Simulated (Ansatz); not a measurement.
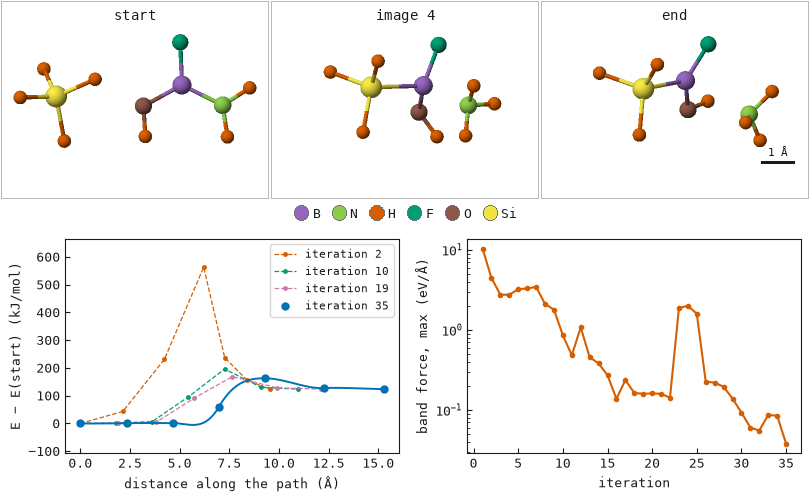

A search for the minimum-energy path of BSiNH$_{7}$OF, made up at the start of BNH3OF and SiH₄ by the nudged elastic band. Images are numbered from 0 (start) to 6 (end). The plot follows the band through its iterations. The picture is a ball-and-stick view, seen at a tilt.

Theory: RHF/6-31G* in Ansatz. Settings: 5 movable images; climbing image; force threshold 0.05 eV/Å; iteration limit 60; starting path through a guess of the saddle point.

### How did the profile develop, and is the result final?

The result is final at these settings. The band converged in 35 iterations. The largest component of the band force went from 10 to 0.038 eV/Å. The climbing image converged on the top of the path. Its vibrational analysis gives one imaginary mode (521i cm⁻¹), as a transition state must have. The first iteration put the highest image at 847.2 kJ/mol. The highest point, image 4, lies 162.7 kJ/mol above the start and 39.2 kJ/mol above the end; the end is at +123.4 kJ/mol relative to the start.

Limits of the set-up: the start holds two separate molecules, 3.1 Å apart at their closest, whose relative position is a soft coordinate and is computed without a dispersion correction; Hartree-Fock leaves out electron correlation.

Cost: 5.3 min on 1 thread of Arm Neoverse V2, with other jobs on the host, peak memory 0.19 GiB.
